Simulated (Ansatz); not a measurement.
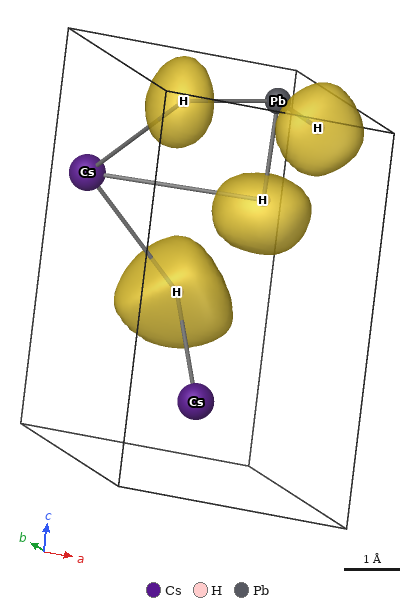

Figure. Cs$_{2}$H$_{4}$Pb. Isosurface of the ELF at 0.9 (yellow), seen slightly off an axis. Only the valence region is drawn (cores and ρ < 0.01 e/Å³ removed). Sticks mark near contacts.

Space group P1; a structure from a database of computed crystals, not necessarily the ambient phase; started from the Mn2B4Mo-71 prototype, which need not be the ambient phase; changed on purpose from its base cell (shaken).

Level of theory: DFT, PBEsol, plane waves, PAW (Ansatz).

Core electrons are frozen (PAW), and the valence fields are smoothed inside the atomic spheres.

Input file:

```
crystal:
  lattice:
    - [-2.0390650856, 1.7433844289, 9.9392121314]
    - [1.9840289431, -1.6906840063, 9.9190485101]
    - [2.0043883306, 1.6500848767, -9.9301403632]
  atoms:
    - { symbol: Cs, position: [0.1652672193, 0.1653334024, -0.0175366353] }
    - { symbol: Cs, position: [0.8309361621, 0.8189344473, 0.0002202055] }
    - { symbol: H, position: [0.353501408, 0.367379654, 0.0046124786] }
    - { symbol: H, position: [0.6394665503, 0.6486387009, 0.0033670473] }
    - { symbol: H, position: [0.4312120206, 0.9438270307, 0.4891573235] }
    - { symbol: H, position: [0.5623515624, 0.0526203115, 0.5022768638] }
    - { symbol: Pb, position: [-0.0089495493, 0.4986612383, 0.4900082828] }
kpoints:
  mp_grid: { grid: [6, 6, 6] }
hamiltonian:
  xc: pbesol
scf:
  occupations: { method: fermi_dirac, width: 0.05 }
relax:
  f_tol: 0.01
  cell: {}
  max_steps: 120
output:
  write_density: true
  write_potential: true
  elf: true
  volumetric_format: npy
```

Command:

```sh
ansatz run input.yaml --threads 4 --pin off --max-ram 4608MiB --backend cpu --events-out ev --progress --plain --runs-dir out
```

Below, planes, directions and counts refer to the conventional cell (a = 4.67 Å, b = 4.95 Å, c = 8.49 Å, α = 106.51°, β = 104.41°, γ = 90.73°).

The fields are those of the run's last geometry, not of the input's.

### What do the ELF domains correspond to?

The ELF exceeds this value in four regions around hydrogen nuclei, counted in one cell of 7 atoms. Any copies at cell faces, edges or corners count once. Along the contacts the grid gives the following. Pb–H (1.89 Å): the ELF climbs to about 1 towards the hydrogen. Cs–H (2.92 Å): the ELF climbs to about 1 towards the hydrogen.
